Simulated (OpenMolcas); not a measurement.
Rh³⁺ complex: multiconfigurational calculation (part 2 of 2)

The same run, continued: Rh³⁺ with 6 ligands (F; octahedron, 1.98 Å), neutralised by 6 outer point charges of +0.5 e, whose field is part of the energies. Method: state-averaged CASSCF, active space 6 electrons in the shell 4d, basis ANO-RCC-VTZP on the metal and ANO-RCC-VDZP on the ligands, DKH2 scalar Hamiltonian, spin-orbit coupling by RASSI with atomic mean-field integrals (OpenMolcas).

Output (extracts), continued:
```
--- RASSI ---
SPIN-FREE ENERGIES:
  (Shifted by EMIN (a.u.) =      -5378.7945340802)

 SF State       Relative EMIN(au)   Rel lowest level(eV)    D:o, cm**(-1)

    51             0.0000000000        0.0000000000              0.0000
     6             0.0505456018        1.3754158942          11093.4773
     7             0.0505456018        1.3754158942          11093.4773
     8             0.0505456018        1.3754158942          11093.4773
     2             0.0549692975        1.4957907870          12064.3663
     3             0.0549692975        1.4957907870          12064.3663
     1             0.0549692975        1.4957907870          12064.3663
     9             0.0736627218        2.0044647760          16167.0987
    10             0.0736627218        2.0044647760          16167.0987
    11             0.0736627218        2.0044647760          16167.0987
    52             0.0829872766        2.2581988363          18213.6019
    53             0.0829872766        2.2581988363          18213.6019
    54             0.0829872766        2.2581988363          18213.6019
    55             0.1285059716        3.4968256274          28203.8007
    56             0.1285059716        3.4968256274          28203.8007
    57             0.1285059724        3.4968256494          28203.8009
    12             0.1350065959        3.6737166268          29630.5229
    13             0.1350065959        3.6737166268          29630.5229
    14             0.1350065964        3.6737166399          29630.5230
    17             0.1398849110        3.8064623430          30701.1893
    15             0.1398849110        3.8064623430          30701.1893
    16             0.1398849110        3.8064623430          30701.1893
     5             0.1467638226        3.9936470640          32210.9359
     4             0.1467638226        3.9936470640          32210.9359
    18             0.1530183018        4.1638401140          33583.6354
    19             0.1530183023        4.1638401275          33583.6355
    20             0.1537149216        4.1827961035          33736.5258
    21             0.1537149216        4.1827961035          33736.5258
    22             0.1537149216        4.1827961035          33736.5258
    23             0.1674406762        4.5562929127          36748.9807
    24             0.1674406762        4.5562929127          36748.9807
    25             0.1674406762        4.5562929127          36748.9807
    58             0.1754098722        4.7731457840          38498.0170
    59             0.1754098722        4.7731457840          38498.0170
    60             0.1754098722        4.7731457840          38498.0170
    61             0.1763594191        4.7989842721          38706.4185
    62             0.1763594191        4.7989842721          38706.4185
    63             0.1813987802        4.9361122725          39812.4304
    26             0.2023017234        5.5049103336          44400.0962
    64             0.2035983343        5.5401929142          44684.6694
Eigenvalues of complex Hamiltonian:
   -----------------------------------
  (Shifted by EMIN (a.u.) =      -5378.7945340802)

 SO State       Relative EMIN(au)   Rel lowest level(eV)    D:o, cm**(-1)

     1            -0.0033176477        0.0000000000              0.0000
     2             0.0429448716        1.2588672820          10153.4494
     3             0.0429448715        1.2588672793          10153.4494
     4             0.0439414954        1.2859867986          10372.1830
     5             0.0439414954        1.2859867974          10372.1830
     6             0.0439414954        1.2859867966          10372.1830
     7             0.0449323635        1.3129496932          10589.6534
     8             0.0449323635        1.3129496914          10589.6534
     9             0.0449323636        1.3129496943          10589.6534
    10             0.0474020191        1.3801524436          11131.6802
    11             0.0495825165        1.4394868026          11610.2441
    12             0.0495825166        1.4394868031          11610.2441
    13             0.0495825166        1.4394868029          11610.2441
    14             0.0525916151        1.5213685453          12270.6648
    15             0.0525916151        1.5213685457          12270.6649
    16             0.0525916151        1.5213685464          12270.6649
    17             0.0554541123        1.5992610637          12898.9104
    18             0.0554541124        1.5992610644          12898.9104
    19             0.0604235988        1.7344876786          13989.5866
    20             0.0604235988        1.7344876788          13989.5866
    21             0.0604235988        1.7344876791          13989.5866
    22             0.0629231289        1.8025033595          14538.1700
    23             0.0629231289        1.8025033587          14538.1700
    24             0.0629231290        1.8025033601          14538.1700
    25             0.0657096178        1.8783275828          15149.7336
    26             0.0700412521        1.9961973591          16100.4175
    27             0.0700412521        1.9961973580          16100.4175
    28             0.0700412522        1.9961973609          16100.4175
    29             0.0724879764        2.0627761170          16637.4114
    30             0.0724879763        2.0627761154          16637.4114
    31             0.0757779074        2.1522997012          17359.4678
    32             0.0757779074        2.1522997017          17359.4678
    33             0.0757779074        2.1522997001          17359.4678
    34             0.0771130742        2.1886314415          17652.5031
    35             0.0837411980        2.3689918774          19107.2081
    36             0.0837411980        2.3689918775          19107.2081
    37             0.0837411980        2.3689918774          19107.2081
    38             0.1258121544        3.5138009212          28340.7157
    39             0.1258121544        3.5138009216          28340.7157
    40             0.1258121551        3.5138009407          28340.7159
    41             0.1308894530        3.6519612539          29455.0540
Weights of the five most important spin-orbit-free states for each spin-orbit state.

 SO State  Total energy (au)           Spin-free states, spin, and weights
 -------------------------------------------------------------------------------------------------------
    1        -0.003318      51 0.0  0.9417    7 1.0  0.0187    8 1.0  0.0187    6 1.0  0.0187    1 2.0  0.0005
    2         0.042945       8 1.0  0.3915    7 1.0  0.2447    3 2.0  0.1707    2 2.0  0.1067   10 1.0  0.0343
    3         0.042945       6 1.0  0.4184    7 1.0  0.1908    1 2.0  0.1825    2 2.0  0.0833    8 1.0  0.0441
    4         0.043941       8 1.0  0.3730    7 1.0  0.3730    3 2.0  0.1068    2 2.0  0.1068    1 2.0  0.0210
    5         0.043941       6 1.0  0.3730    8 1.0  0.3730    3 2.0  0.1068    1 2.0  0.1068    2 2.0  0.0210
    6         0.043941       6 1.0  0.3730    7 1.0  0.3730    2 2.0  0.1068    1 2.0  0.1068    3 2.0  0.0210
    7         0.044932       2 2.0  0.3640    6 1.0  0.2814    8 1.0  0.2814   11 1.0  0.0156    1 2.0  0.0156
    8         0.044932       1 2.0  0.3641    8 1.0  0.2814    7 1.0  0.2814   11 1.0  0.0156    2 2.0  0.0156
    9         0.044932       3 2.0  0.3641    6 1.0  0.2814    7 1.0  0.2814   10 1.0  0.0156    9 1.0  0.0156
   10         0.047402       3 2.0  0.1601    2 2.0  0.1601    1 2.0  0.1601    6 1.0  0.1569    7 1.0  0.1569
   11         0.049583       1 2.0  0.5350    2 2.0  0.1979    3 2.0  0.1979    7 1.0  0.0258    8 1.0  0.0258
   12         0.049583       3 2.0  0.5349    2 2.0  0.1979    1 2.0  0.1979    6 1.0  0.0258    7 1.0  0.0258
```

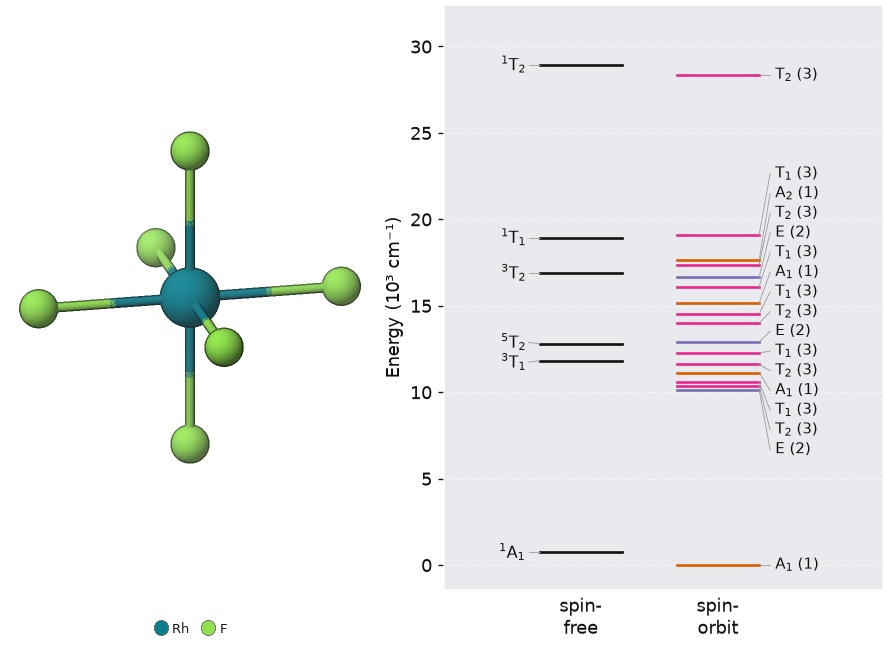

Fig. 2: Rh³⁺ (4d⁶) with 6 ligands, F⁻, at 1.98 Å (arrangement: octahedron, Oh), neutralised by outer point charges of +0.5 e, and its levels. Labels give the representation in O, Td, D4 or D3 as the site allows (double group for half-integer spin) where it could be assigned and, in brackets, the degeneracy; spin-free states, where drawn, share the zero of the spin-orbit levels. The ground level is A₁, non-degenerate, 94 % from states of spin multiplicity 1. The next level lies at 10,200 cm⁻¹ (E). The lowest spin-free state is ¹A₁; of the same spin there follow at 18,200 cm⁻¹ (¹T₁) and 28,200 cm⁻¹ (¹T₂) above it. The active orbitals hold 81 to 93 % metal character (Löwdin), and the Mulliken charge of the metal is +1.86.

Results in brief:

- outcome: converged
- energy of the lowest spin-free term: −5378.79453 hartree
- energy of the lowest spin-orbit level: −5378.79785 hartree
- largest spread among components of a term: 0.0 cm⁻¹
- wall time: 54 s
- peak memory: 0.4 GiB

Remarks:

Without dynamic correlation the splittings between terms come out too large, often by 20 to 50 %. To bear in mind: small active space favours high spin, ground spin may be wrong; distances are set from ionic radii, not optimised.
